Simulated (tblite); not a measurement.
**Molecular dynamics, with input and output: C$_{3}$H$_{2}$F$_{2}$NO$_{3}$S (charge −1) (part 1 of 2)**

C$_{3}$H$_{2}$F$_{2}$NO$_{3}$S, charge −1, SMILES N#C[C@H](C(F)F)S(=O)(=O)[O-], computed with GFN2-xTB Langevin dynamics, gas phase (tblite 0.8.0).

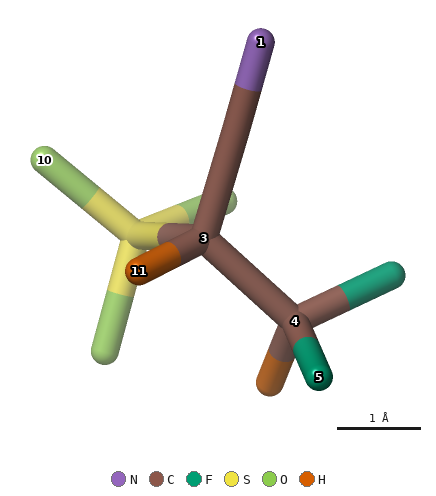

*The structure as given in the input (stick view, seen at a tilt; atoms are numbered from 1 in the order of the input).*

**Summary**

| quantity | value |
| --- | --- |
| outcome | finished |
| mean temperature over the second half | 302 K |
| trajectory | 41 frames kept, 1000 fs |
| hardware | 1 CPU thread, shared host |
| wall time | 14 s |
| peak memory | 0.18 GiB |

**The input**
```
{"job": {"kind": "md", "xc": "GFN2-xTB", "basis": "xTB", "temperature": 300, "steps": 2000, "every": 50}, "charge": -1, "multiplicity": 1}
N     -0.162932     2.791040     0.405435
C     -0.216932     1.703111     0.043732
C     -0.264727     0.369775    -0.409942
C     -1.135487    -0.573831     0.367670
F     -2.418851    -0.626305    -0.131713
F     -1.295349    -0.220403     1.660395
S      1.455703    -0.417144    -0.217398
O      1.198178    -1.726838    -0.798600
O      1.689226    -0.431017     1.207666
O      2.330040     0.429441    -0.998850
H     -0.458682     0.290968    -1.477074
H     -0.718989    -1.589483     0.322653
```

The first line tells a small driver script what to run in tblite; the rest is the geometry in Å.

Command:
```bash
OMP_NUM_THREADS=1 python <driver script> task.json out
```

**Log**
```
t/fs     T/K      E/eV
    0.0   261.5   -966.49555
   25.0   122.5   -966.20752
   50.0   232.6   -966.26244
   75.0   226.6   -966.25929
  100.0   228.6   -966.21321
  125.0   191.2   -966.19560
  150.0   206.1   -966.18990
  175.0   236.6   -966.08317
  200.0   266.0   -966.12982
  225.0   390.8   -966.18066
  250.0   230.7   -966.08194
  275.0   314.2   -966.23748
  300.0   241.6   -966.14213
  325.0   349.2   -966.24859
  350.0   278.6   -966.22003
  375.0   259.3   -966.17827
  400.0   259.8   -966.01324
  425.0   288.0   -965.89250
  450.0   326.4   -966.03625
  475.0   299.7   -966.10337
  500.0   375.7   -966.12692
  525.0   282.9   -966.15189
  550.0   217.1   -966.18728
  575.0   246.5   -966.04806
  600.0   260.1   -966.03808
  625.0   263.0   -966.09026
  650.0   294.1   -966.03524
  675.0   328.2   -965.99805
  700.0   390.6   -966.03504
  725.0   358.7   -965.93716
  750.0   300.2   -966.03443
  775.0   240.0   -965.93232
  800.0   342.2   -966.18267
  825.0   331.0   -966.09793
  850.0   373.7   -966.20110
  875.0   298.8   -966.13668
  900.0   317.6   -966.23601
  925.0   230.2   -966.07759
  950.0   263.7   -966.21739
  975.0   277.5   -966.20363
 1000.0   355.9   -966.13756
```

**Trajectory as extended XYZ (Å, eV, eV/Å), 38 of the 41 frames kept, from step=0 to step=40**
```
12
Properties=species:S:1:pos:R:3:forces:R:3 step=0 time_fs=0.0 energy=-966.49555 temperature=261.5
N    -0.1629    2.7910    0.4054    0.0005  -0.0019  -0.0002
C    -0.2169    1.7031    0.0437   -0.0006  -0.0003  -0.0031
C    -0.2647    0.3698   -0.4099   -0.0015   0.0013   0.0002
C    -1.1355   -0.5738    0.3677    0.0010   0.0035  -0.0040
F    -2.4189   -0.6263   -0.1317   -0.0003   0.0002  -0.0020
F    -1.2953   -0.2204    1.6604   -0.0007   0.0021   0.0073
S     1.4557   -0.4171   -0.2174   -0.0011  -0.0005   0.0000
O     1.1982   -1.7268   -0.7986    0.0021  -0.0051  -0.0011
O     1.6892   -0.4310    1.2077    0.0002   0.0011  -0.0023
O     2.3300    0.4294   -0.9988   -0.0039  -0.0001   0.0035
H    -0.4587    0.2910   -1.4771    0.0003   0.0020   0.0040
H    -0.7190   -1.5895    0.3227    0.0040  -0.0024  -0.0024
12
Properties=species:S:1:pos:R:3:forces:R:3 step=1 time_fs=25.0 energy=-966.20752 temperature=122.5
N    -0.1727    2.8611    0.4292   -0.0061   1.2732   0.3158
C    -0.2756    1.8054    0.0183    0.0747  -2.1134  -0.2518
C    -0.3226    0.4528   -0.4303    1.1976   0.1986  -0.9267
C    -1.0857   -0.5556    0.3227   -1.4289   0.6461   1.4253
F    -2.4078   -0.6227   -0.1011    0.2102  -0.1561   0.0225
F    -1.2245   -0.2730    1.6788    0.1528   0.0818  -0.9544
S     1.4378   -0.4189   -0.2386   -0.0944  -0.8384   1.7759
O     1.2051   -1.7910   -0.7644    0.0659   1.7377  -0.0758
O     1.7095   -0.4532    1.2080   -0.5446   0.1426  -1.1604
O     2.3163    0.4703   -0.9522    0.1270  -0.1831  -0.6925
H    -0.4709    0.4075   -1.5375   -0.0313  -0.1461   0.9075
H    -0.6545   -1.5376    0.2926    0.2768  -0.6428  -0.3855
12
Properties=species:S:1:pos:R:3:forces:R:3 step=2 time_fs=50.0 energy=-966.26244 temperature=232.6
N    -0.2719    2.8945    0.4345    0.2147  -0.8059  -0.2534
C    -0.2180    1.7943    0.0903   -0.4268   0.3356   0.1820
C    -0.2405    0.4399   -0.3488    0.3596   1.8434  -1.7813
C    -1.1101   -0.5023    0.3078   -1.7838  -0.1629   1.5477
F    -2.4640   -0.4904   -0.0656    0.5360   0.1626  -0.2367
F    -1.1993   -0.2954    1.6464    0.0164   0.0961   0.1137
S     1.4227   -0.3819   -0.1624   -0.2488  -0.4738   2.6564
O     1.0826   -1.6451   -0.7753    0.2703  -0.6880  -0.2252
O     1.6211   -0.4365    1.3088    0.0426   0.0322  -1.9612
O     2.3228    0.4253   -0.9163    0.8107   0.6427  -0.4090
H    -0.3460    0.3781   -1.4573   -0.0188   0.1220   0.6589
H    -0.7425   -1.4911    0.1659    0.2281  -1.1040  -0.2920
12
Properties=species:S:1:pos:R:3:forces:R:3 step=3 time_fs=75.0 energy=-966.25929 temperature=226.6
N    -0.3280    2.9583    0.4219   -0.0045  -1.2177  -0.1127
C    -0.3354    1.8380    0.1327    0.1580   0.1445  -0.4607
C    -0.3161    0.4846   -0.3807    0.5214   1.7599   1.3667
C    -1.2353   -0.4483    0.3023    0.0691  -0.9835   0.8645
F    -2.5728   -0.2973   -0.0247    0.3697   0.0192  -0.0115
F    -1.2057   -0.3542    1.6626   -0.1919   0.2763  -0.2913
S     1.4089   -0.3757   -0.1016   -1.0549  -0.4743   2.3148
O     1.0588   -1.6157   -0.7390   -0.2350  -1.1364  -0.2968
O     1.5874   -0.4552    1.3629   -0.2904   0.2386  -1.6216
O     2.4078    0.3379   -0.8113    0.8451   1.2803  -0.6403
H    -0.5015    0.4743   -1.4263    0.0956  -0.0410  -0.8889
H    -0.9148   -1.4853    0.0843   -0.2823   0.1340  -0.2221
12
Properties=species:S:1:pos:R:3:forces:R:3 step=4 time_fs=100.0 energy=-966.21321 temperature=228.6
N    -0.4472    2.9729    0.4192    0.1715  -1.8072  -0.7614
C    -0.3657    1.8757    0.0400    0.0009   0.9853   0.8628
C    -0.3003    0.5025   -0.3578    0.3134   1.0769   0.2895
C    -1.3009   -0.3962    0.2961    0.8333  -1.1706   0.0182
F    -2.5882   -0.0752    0.0262   -0.5378  -0.0750  -0.4932
F    -1.2594   -0.3485    1.6404    0.1683   0.1978   0.3468
S     1.3527   -0.4057   -0.0696    0.8014   0.3370   2.4435
O     0.9914   -1.6963   -0.6564    0.4013   0.5967  -0.2556
O     1.5428   -0.4546    1.3957   -0.4134  -0.1510  -1.4396
O     2.3896    0.4205   -0.6907   -0.9176  -0.7550  -0.4222
H    -0.2398    0.4452   -1.4255   -0.3844  -0.2337  -0.5579
H    -1.0681   -1.4783    0.0245   -0.4370   0.9989  -0.0310
12
Properties=species:S:1:pos:R:3:forces:R:3 step=5 time_fs=125.0 energy=-966.19560 temperature=191.2
N    -0.6024    2.9291    0.3662   -0.0914   2.1210   0.6405
C    -0.3770    1.8591    0.0767    0.2325  -2.3154  -0.5635
C    -0.3170    0.4944   -0.3427    0.3521   1.1978  -0.2566
C    -1.3211   -0.3226    0.3417   -0.9561  -1.3804  -1.0837
F    -2.6393    0.1385    0.0186    0.7857  -0.5206   0.5908
F    -1.2200   -0.3658    1.6603   -0.3679   0.3187   0.4041
S     1.3160   -0.4237    0.0007    0.3644   0.5226  -0.8354
O     1.0625   -1.6689   -0.6907   -0.3252  -0.4425  -0.0587
O     1.4508   -0.5571    1.4323    0.1253   0.3753  -0.2039
O     2.2558    0.4276   -0.7276   -0.1171  -0.2227   0.7783
H    -0.4589    0.4920   -1.4343    0.2318  -0.3237   0.3243
H    -1.2475   -1.3833   -0.0423   -0.2339   0.6699   0.2638
12
Properties=species:S:1:pos:R:3:forces:R:3 step=6 time_fs=150.0 energy=-966.18990 temperature=206.1
N    -0.6166    2.9308    0.3303    0.1571  -0.1770  -0.1116
C    -0.4491    1.8330    0.0381    0.2558  -0.7825   0.3123
C    -0.3345    0.4327   -0.3166    0.0762   1.9300  -0.7121
C    -1.4017   -0.3569    0.3296    0.3009   0.0392  -0.0600
F    -2.6311    0.2009    0.1373   -0.6690  -0.1161  -0.2331
F    -1.2374   -0.3224    1.6521   -0.1281  -0.2352   0.8284
S     1.2949   -0.4667    0.0171    0.4238   1.6686  -1.5995
O     1.0458   -1.6833   -0.6957   -0.4301  -1.1792  -0.3626
O     1.4157   -0.5667    1.4219    0.2877  -0.1654   1.5801
O     2.2467    0.4034   -0.6693   -0.1615  -0.2165   0.4464
H    -0.3535    0.4506   -1.4081   -0.0658  -0.5208  -0.0042
H    -1.4206   -1.3952   -0.0036   -0.0468  -0.2450  -0.0842
12
Properties=species:S:1:pos:R:3:forces:R:3 step=8 time_fs=200.0 energy=-966.12982 temperature=266.0
N    -0.5094    2.9774    0.3605    0.1470  -0.8320  -0.4251
C    -0.4337    1.8705    0.0386    0.1414   0.5801   0.6989
C    -0.3883    0.4790   -0.2344    0.4046   0.9596  -0.4714
C    -1.3718   -0.3195    0.4944   -1.5550   0.1170  -0.8540
F    -2.7403    0.1381    0.2361    1.2210  -0.6290   0.0709
F    -1.2910   -0.2629    1.7893    0.0985   0.1651   1.6585
S     1.2231   -0.5192    0.0858    1.5532   0.1402  -2.6644
O     0.8061   -1.7290   -0.6372   -0.0554   0.3823   0.5961
O     1.4778   -0.6710    1.4769   -0.4000  -0.0108   1.0864
O     2.3151    0.1944   -0.6276   -1.5191  -0.4194   0.7353
H    -0.5293    0.2800   -1.2900    0.2581   0.0548  -0.2761
H    -1.2862   -1.3493    0.1697   -0.2942  -0.5081  -0.1551
12
Properties=species:S:1:pos:R:3:forces:R:3 step=9 time_fs=225.0 energy=-966.18066 temperature=390.8
N    -0.3556    2.9891    0.2853    0.0291   1.2883   0.4778
C    -0.3839    1.8525    0.2138    0.2512  -1.4735  -0.7022
C    -0.3841    0.4816   -0.1441    0.2469   0.2730  -0.9729
C    -1.3772   -0.3831    0.5508   -0.2981   0.5120  -0.4486
F    -2.6939    0.0544    0.2352    0.6859  -0.6552   0.2653
F    -1.2879   -0.2230    1.8803   -0.3284  -0.4651   0.0139
S     1.2166   -0.5698    0.0507   -1.1158   0.4962  -1.8184
O     0.7042   -1.7560   -0.6077    0.0992  -0.4922  -0.0903
O     1.3138   -0.6224    1.4478    0.7108  -0.4183   2.4947
O     2.2887    0.0768   -0.6598    0.1293   0.3130  -0.1051
H    -0.5069    0.3824   -1.2345   -0.0506   0.1372   0.2721
H    -1.2304   -1.4300    0.1921   -0.3595   0.4845   0.6137
12
Properties=species:S:1:pos:R:3:forces:R:3 step=10 time_fs=250.0 energy=-966.08194 temperature=230.7
N    -0.1331    3.0079    0.3666    0.2043   1.8673   0.4541
C    -0.2209    1.9054    0.1265   -0.3904  -4.0135  -0.9367
C    -0.3714    0.4800   -0.2254   -0.7270   1.4579   1.0767
C    -1.4098   -0.3378    0.6069    3.5016  -0.5436  -0.0319
F    -2.6371   -0.0844    0.2605   -2.1720   0.3744  -0.3620
F    -1.3424   -0.2112    1.9823   -0.1072   0.2092  -1.0516
S     1.1580   -0.6092    0.0240   -1.3993  -0.1314   0.8424
O     0.6322   -1.8531   -0.5499    0.5046   0.3165   0.1056
O     1.3313   -0.5965    1.4564    0.0866  -0.3831   0.0913
O     2.1876    0.0556   -0.6945    1.1065   0.3518  -1.0449
H    -0.6256    0.3419   -1.2846    0.0809   0.1757   0.3297
H    -1.0840   -1.3756    0.3206   -0.6887   0.3188   0.5271
12
Properties=species:S:1:pos:R:3:forces:R:3 step=11 time_fs=275.0 energy=-966.23748 temperature=314.2
N     0.0195    2.9365    0.4322   -0.2476  -2.2158  -0.6645
C    -0.1625    1.8205    0.1413   -0.0291   1.9639   0.8463
C    -0.4336    0.4673   -0.1610   -0.0850   0.7972  -0.0817
C    -1.3905   -0.3499    0.6707    0.4935  -0.6268  -0.9321
F    -2.6992   -0.1837    0.2563    0.1752  -0.0690   0.1410
F    -1.4007   -0.1411    1.9809   -0.0404   0.2950   0.4330
S     1.1211   -0.5493    0.0310    0.8485  -1.4262   1.6162
O     0.6272   -1.8247   -0.4870   -0.2280  -0.0954   0.2546
O     1.4114   -0.5546    1.4854   -0.4550   0.1749  -1.7831
O     2.1679   -0.0493   -0.8168    0.2000   0.9067  -0.1182
H    -0.7131    0.3163   -1.2017    0.0962   0.0840  -0.1071
H    -1.0274   -1.3856    0.4370   -0.7284   0.2114   0.3957
12
Properties=species:S:1:pos:R:3:forces:R:3 step=12 time_fs=300.0 energy=-966.14213 temperature=241.6
N     0.1327    2.8434    0.4028   -0.8292  -1.7846   0.3427
C    -0.2363    1.7409    0.3161    0.9637   1.9657  -0.8625
C    -0.4934    0.4359   -0.1447    0.3729   0.1190  -0.3789
C    -1.4096   -0.4227    0.6693   -0.7942   1.1131  -0.3905
F    -2.7656   -0.2576    0.2681    0.9970  -0.4860   0.1769
F    -1.4284   -0.0338    1.9484   -0.0854  -0.0143   0.4612
S     1.1213   -0.5717    0.0294   -0.2156  -0.4496   1.8432
O     0.5460   -1.8644   -0.4038    0.9206   0.5756   0.4229
O     1.4355   -0.3974    1.4661   -0.4632  -0.7454  -1.5644
O     2.1443   -0.0492   -0.8331   -0.0791   0.2055  -0.5056
H    -0.6300    0.3791   -1.2365   -0.2843   0.0875   0.5192
H    -1.0475   -1.4380    0.5949   -0.5033  -0.5865  -0.0642
12
Properties=species:S:1:pos:R:3:forces:R:3 step=13 time_fs=325.0 energy=-966.24859 temperature=349.2
N     0.1272    2.7948    0.4968    0.2342   1.2363   0.4842
C    -0.2513    1.7519    0.2450   -0.4274  -2.3606  -1.2004
C    -0.5756    0.4324   -0.2248    1.2809  -0.2630   0.9729
C    -1.4897   -0.4121    0.6736    1.0242   1.9085  -0.2625
F    -2.7506   -0.2778    0.2443   -1.2523  -0.2185  -0.1536
F    -1.4958    0.0476    1.9538   -0.0748   0.0110  -0.0818
S     1.0926   -0.6265    0.0107   -0.5277   0.2079   0.1789
O     0.6000   -1.9671   -0.2898   -0.0164   0.1419  -0.2990
O     1.3820   -0.4658    1.4258    0.2108   0.2707  -0.5732
O     2.0410   -0.1066   -0.9692   -0.4745  -0.0614   0.6490
H    -0.7519    0.3386   -1.2999   -0.2070   0.1204   0.4635
H    -1.1914   -1.4337    0.6998    0.2299  -0.9933  -0.1780
12
Properties=species:S:1:pos:R:3:forces:R:3 step=14 time_fs=350.0 energy=-966.22003 temperature=278.6
N     0.0112    2.7251    0.6166    0.5508   2.5627   0.6325
C    -0.1535    1.6946    0.1894   -0.6962  -2.9773  -0.1061
C    -0.4591    0.3401   -0.1246   -1.8185   0.3565  -1.1791
C    -1.5690   -0.3515    0.6931    1.8390  -1.0807  -0.7283
F    -2.8179   -0.2294    0.1816   -0.3404   0.5410  -0.0170
F    -1.5969    0.0406    1.9681   -0.3417   0.0841   0.3039
S     1.0625   -0.6966   -0.0095    0.9728   0.1603  -0.1695
O     0.6416   -2.0495   -0.3119   -0.5794  -0.2124   0.2530
O     1.4869   -0.4361    1.3399    0.1373  -0.2970   0.5287
O     1.9381   -0.1597   -1.0295    0.0013   0.2923  -0.1878
H    -0.7875    0.2875   -1.1832    0.3027  -0.1038   0.3176
H    -1.3372   -1.4571    0.6180   -0.0278   0.6743   0.3522
12
Properties=species:S:1:pos:R:3:forces:R:3 step=15 time_fs=375.0 energy=-966.17827 temperature=259.3
N    -0.0590    2.6839    0.6202   -0.0875  -1.3218   0.1387
C    -0.2220    1.5607    0.3780    0.7061   3.2397  -0.2014
C    -0.4561    0.3141   -0.1377   -1.1729  -2.3718   1.2270
C    -1.5380   -0.3839    0.6876   -0.5120  -0.3603  -0.4970
F    -2.8070   -0.0577    0.1934    0.3517  -0.2471  -0.1153
F    -1.6484    0.0450    1.9676    0.4698  -0.5031  -0.1587
S     1.1078   -0.7947   -0.0138    0.2066   2.1249  -1.0226
O     0.6024   -2.0911   -0.3504   -0.4787  -1.0111   0.1169
O     1.6083   -0.5839    1.3154    0.0169  -0.3083   0.4106
O     1.8694   -0.1553   -1.0789    0.2077  -0.4061   0.2645
H    -0.7776    0.2530   -1.1584    0.2157   0.1834  -0.5595
H    -1.4623   -1.5120    0.5993    0.0766   0.9816   0.3968
12
Properties=species:S:1:pos:R:3:forces:R:3 step=16 time_fs=400.0 energy=-966.01324 temperature=259.8
N     0.0310    2.6218    0.7394   -0.2674  -1.1828  -0.6543
C    -0.2015    1.5593    0.3337    0.4559   1.9824   0.9526
C    -0.4321    0.2423   -0.0059   -0.2897  -1.7467   0.1954
C    -1.5771   -0.4602    0.7145   -0.4319   1.5271   0.0779
F    -2.7460    0.0645    0.1446   -0.0267  -0.3071   0.1617
F    -1.6751   -0.0029    2.0075    0.0379  -1.0905  -0.4995
S     1.1564   -0.8105   -0.0288    0.3838   0.6529  -0.5475
O     0.5152   -2.0563   -0.3343   -0.4855  -1.1887  -0.6588
O     1.7478   -0.8244    1.2749    0.4537   0.5034   0.6141
O     1.9370   -0.2163   -1.1202   -0.5822  -0.3059   0.8579
H    -0.6385   -0.0190   -1.0153    0.0835   0.4576  -1.1300
H    -1.6997   -1.5595    0.5516    0.6685   0.6983   0.6305
12
Properties=species:S:1:pos:R:3:forces:R:3 step=17 time_fs=425.0 energy=-965.89250 temperature=288.0
N     0.1150    2.4932    0.8841    0.8225   3.2037   1.3973
C    -0.0685    1.4859    0.4190   -0.1259  -0.8596  -0.7970
C    -0.4082    0.2508   -0.0313   -1.0592  -2.1678   0.0954
C    -1.6302   -0.2918    0.7126    0.2072  -1.9491  -0.1899
F    -2.7914    0.1356    0.1409   -0.2644   0.6643   0.1129
F    -1.7674   -0.0604    2.0632    0.3252  -0.0112  -1.0756
S     1.1289   -0.9407   -0.0204    0.9835   1.8518  -2.7531
O     0.4009   -2.1133   -0.4595    0.0940  -0.7071   0.6879
O     1.8511   -0.9081    1.2270   -0.7207  -0.3853   0.2702
O     1.9253   -0.3345   -1.1402   -1.1946  -0.7276   1.5613
H    -0.6974    0.1139   -1.0766    0.4858   0.3291   0.0282
H    -1.6910   -1.4140    0.5045    0.4466   0.7588   0.6625
12
Properties=species:S:1:pos:R:3:forces:R:3 step=18 time_fs=450.0 energy=-966.03625 temperature=326.4
N     0.2523    2.5213    1.0692    0.0360  -0.1047  -0.2572
C     0.0096    1.5311    0.5384    0.0133  -0.3906   0.2153
C    -0.3305    0.2597    0.0216   -1.7043  -1.2477  -0.4053
C    -1.6202   -0.3584    0.6710    0.5916   0.8370  -0.5735
F    -2.7745    0.2391    0.2157   -0.0800  -0.0562  -1.1597
F    -1.7651   -0.0483    1.9530    0.7163  -0.4048   1.4785
S     1.0950   -1.0455   -0.0944    0.8486   0.5866  -0.4559
O     0.3969   -2.2980   -0.3928   -0.1068   0.8303  -0.4083
O     1.8003   -1.1361    1.1704   -0.2095   0.4594  -0.1445
O     1.8524   -0.3817   -1.1894   -0.8789  -1.1352   1.0800
H    -0.5719    0.2288   -1.0647    0.4268   0.3637   0.5807
H    -1.7313   -1.4449    0.5006    0.3469   0.2621   0.0500
12
Properties=species:S:1:pos:R:3:forces:R:3 step=19 time_fs=475.0 energy=-966.10337 temperature=299.7
N     0.3665    2.4281    1.1809   -0.1869  -0.8953  -0.0853
C     0.0755    1.3999    0.7363    1.0740   2.3745   0.4668
C    -0.2815    0.2525    0.0770   -1.8111  -2.1135   0.0803
C    -1.5974   -0.3159    0.7168    1.7439   0.2576  -0.7122
F    -2.6906    0.2534    0.1134    0.0894  -0.0234   0.7185
F    -1.5833   -0.0967    2.0548   -0.6610   0.3112  -0.1918
S     1.0962   -1.0888   -0.1051   -0.9288  -0.3447  -0.4710
O     0.3449   -2.2945   -0.4798    0.0212   0.7170   0.2501
O     1.8156   -1.2367    1.1347    0.1288   0.3452   0.0581
O     1.7476   -0.4418   -1.2250    0.6357  -0.1582   0.0892
H    -0.4204    0.3766   -0.9956   -0.0373   0.1040   0.1041
H    -1.6540   -1.3878    0.5905   -0.0679  -0.5744  -0.3069
```
